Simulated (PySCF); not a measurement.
**Two runs on C₄H₅ClOSi**

System: C₄H₅ClOSi.
Method of the first run: GIAO BHandHLYP/pcSseg-1 NMR shielding, non-relativistic, gas phase (PySCF 2.14.0).

The geometry comes from this level: PBE0-D3(BJ)/def2-SVP. Text and figures count atoms from 1; the logs count them from 0 in places.

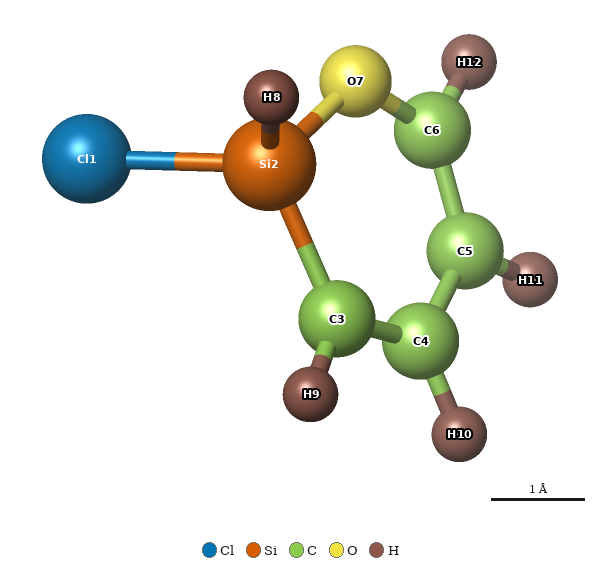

**Figure 1.** The input geometry (ball-and-stick view, seen at a tilt; atoms are numbered from 1 in the order of the input).

Input file, the first run:
```
{"job": {"kind": "nmr", "xc": "BHandHLYP", "basis": "pcSseg-1", "pop": false}, "charge": 0, "multiplicity": 1}
Cl     5.079088    -0.141296    -2.323024
Si     3.780589    -0.026007    -0.712699
C      2.692784     1.442872    -0.778212
C      1.382729     1.251990    -1.088653
C      0.755578    -0.030153    -1.318074
C      1.409512    -1.204818    -1.170239
O      2.690741    -1.317643    -0.814369
H      4.618702    -0.248871     0.487320
H      3.054953     2.462856    -0.619722
H      0.726711     2.127278    -1.167822
H     -0.298865    -0.065492    -1.594592
H      0.916372    -2.171527    -1.314040
```

The first line tells a small driver script what to run in PySCF; the rest is the geometry in Å.

Command:
```bash
OMP_NUM_THREADS=1 python <driver script> task.json out
```

Hardware: 1 CPU thread, shared host.

Output (the first run):
```
coarse grid: 11784 points
cycle   1  E = -980.1046096669  dE =  1.217e+00  |g| = 6.090e-01  |ddm| = 3.293e+00
cycle   2  E = -980.1131845401  dE = -8.575e-03  |g| = 6.335e-01  |ddm| = 9.132e-01
cycle   3  E = -980.1836795724  dE = -7.050e-02  |g| = 8.535e-02  |ddm| = 4.633e-01
cycle   4  E = -980.1848006504  dE = -1.121e-03  |g| = 4.184e-02  |ddm| = 1.028e-01
cycle   5  E = -980.1852174132  dE = -4.168e-04  |g| = 9.671e-03  |ddm| = 4.361e-02
cycle   6  E = -980.1852398383  dE = -2.243e-05  |g| = 2.678e-03  |ddm| = 1.062e-02
cycle   7  E = -980.1852419973  dE = -2.159e-06  |g| = 5.233e-04  |ddm| = 2.969e-03
final grid: 106576 points
cycle   8  E = -980.2224570204  dE = -1.119e-05  |g| = 2.174e-03  |ddm| = 1.181e-02
cycle   9  E = -980.2224574190  dE = -3.986e-07  |g| = 1.843e-03  |ddm| = 3.677e-03
cycle  10  E = -980.2224582259  dE = -8.069e-07  |g| = 2.639e-04  |ddm| = 1.642e-03
cycle  11  E = -980.2224582362  dE = -1.036e-08  |g| = 1.446e-04  |ddm| = 3.128e-04
cycle  12  E = -980.2224582412  dE = -4.959e-09  |g| = 2.359e-05  |ddm| = 1.388e-04
cycle  13  E = -980.2224582413  dE = -1.535e-10  |g| = 9.548e-06  |ddm| = 3.181e-05
converged SCF energy = -980.2224582413

GIAO shielding tensors (ppm)
atom      isotropic    diamagn.    paramagn.     s11        s22        s33       span
  0 Cl     842.643    1144.702    -302.059    689.090    845.397    993.442    304.352
  1 Si     367.777     874.564    -506.787    337.235    376.449    389.645     52.410
  2 C       65.183     261.157    -195.974    -53.211     77.455    171.306    224.517
  3 C       25.090     254.215    -229.125   -111.997     20.459    166.807    278.804
  4 C       74.215     259.202    -184.987    -38.644    101.214    160.075    198.719
  5 C       22.622     251.922    -229.300    -88.526     46.635    109.757    198.284
  6 O      172.930     396.326    -223.396     77.615     92.329    348.846    271.232
  7 H       25.797      26.450      -0.653     22.299     23.996     31.096      8.797
  8 H       25.761      28.649      -2.888     23.949     25.362     27.971      4.023
  9 H       24.385      31.895      -7.510     22.248     23.111     27.797      5.549
 10 H       26.228      34.446      -8.219     24.409     26.526     27.748      3.339
 11 H       24.440      30.634      -6.194     20.756     25.863     26.702      5.946
```

The second run used a changed input.

The two runs side by side:

| quantity | the first run | the second run |
| --- | --- | --- |
| outcome | converged | converged |
| total energy (hartree) | −980.222458 | −980.333793 |
| HOMO (eV) | −7.59 | −6.79 |
| LUMO (eV) | −0.41 | −1.48 |
| dipole moment (D) | 2.52 | 2.42 |
| shielding of Cl1 (ppm) | 842.6 | 818.0 |
| shielding of Si2 (ppm) | 367.8 | 357.0 |
| shielding of C3 (ppm) | 65.2 | 66.6 |
| shielding of C4 (ppm) | 25.1 | 29.0 |
| shielding of C6 (ppm) | 22.6 | 25.0 |
| shielding of O7 (ppm) | 172.9 | 158.7 |
| shielding of H8 (ppm) | 25.8 | 25.3 |
| SCF iterations | 13 | 14 |
| basis functions | 158 | 158 |
| wall time (shared host) | 16 s | 17 s |

Which change of the input explains these differences?

The change (lines with − go, lines with + come):
```diff
-"xc": "BHandHLYP"
+"xc": "mPW1PW91"
```

The total energies belong to different methods, so their difference says nothing on which is more stable or more accurate. The HOMO goes from −7.59 to −6.79 eV. The LUMO goes from −0.41 to −1.48 eV. The dipole moment goes from 2.52 to 2.42 D. Of all shieldings, the largest change is that of Cl1, by −24.6 ppm. The functional changes from BHandHLYP to mPW1PW91. The SCF takes 14 iterations against 13.

Output (the second run):
```
coarse grid: 11784 points
cycle   1  E = -980.1978112849  dE =  1.050e+00  |g| = 6.508e-01  |ddm| = 3.350e+00
cycle   2  E = -980.1260477743  dE =  7.176e-02  |g| = 9.149e-01  |ddm| = 1.190e+00
cycle   3  E = -980.2806907242  dE = -1.546e-01  |g| = 1.283e-01  |ddm| = 7.249e-01
cycle   4  E = -980.2837100885  dE = -3.019e-03  |g| = 4.638e-02  |ddm| = 1.406e-01
cycle   5  E = -980.2841608831  dE = -4.508e-04  |g| = 1.954e-02  |ddm| = 5.372e-02
cycle   6  E = -980.2842587675  dE = -9.788e-05  |g| = 3.146e-03  |ddm| = 1.938e-02
cycle   7  E = -980.2842611017  dE = -2.334e-06  |g| = 7.196e-04  |ddm| = 3.578e-03
final grid: 106576 points
cycle   8  E = -980.3337854420  dE = -2.010e-05  |g| = 6.314e-03  |ddm| = 2.150e-02
cycle   9  E = -980.3337734099  dE =  1.203e-05  |g| = 9.897e-03  |ddm| = 1.110e-02
cycle  10  E = -980.3337928310  dE = -1.942e-05  |g| = 1.376e-03  |ddm| = 7.753e-03
cycle  11  E = -980.3337932472  dE = -4.162e-07  |g| = 2.779e-04  |ddm| = 1.305e-03
cycle  12  E = -980.3337932625  dE = -1.532e-08  |g| = 1.038e-04  |ddm| = 2.615e-04
cycle  13  E = -980.3337932652  dE = -2.675e-09  |g| = 2.666e-05  |ddm| = 1.100e-04
cycle  14  E = -980.3337932653  dE = -1.637e-10  |g| = 1.022e-05  |ddm| = 2.991e-05
converged SCF energy = -980.3337932653

GIAO shielding tensors (ppm)
atom      isotropic    diamagn.    paramagn.     s11        s22        s33       span
  0 Cl     818.045    1144.586    -326.541    651.145    827.886    975.105    323.961
  1 Si     356.977     875.879    -518.902    322.170    368.350    380.411     58.241
  2 C       66.634     260.901    -194.267    -44.201     74.622    169.482    213.683
  3 C       28.986     254.257    -225.271    -98.867     19.535    166.289    265.156
  4 C       73.784     259.367    -185.584    -35.690     97.399    159.641    195.331
  5 C       24.967     252.419    -227.451    -77.921     45.241    107.582    185.503
  6 O      158.732     394.646    -235.913     62.558     67.215    346.424    283.865
  7 H       25.339      26.187      -0.848     21.908     23.636     30.474      8.567
  8 H       25.560      28.726      -3.166     23.829     25.180     27.672      3.843
  9 H       24.241      31.923      -7.681     22.154     23.149     27.421      5.267
 10 H       25.987      34.319      -8.333     24.386     26.180     27.393      3.007
 11 H       24.292      30.490      -6.198     20.634     25.712     26.530      5.896
```
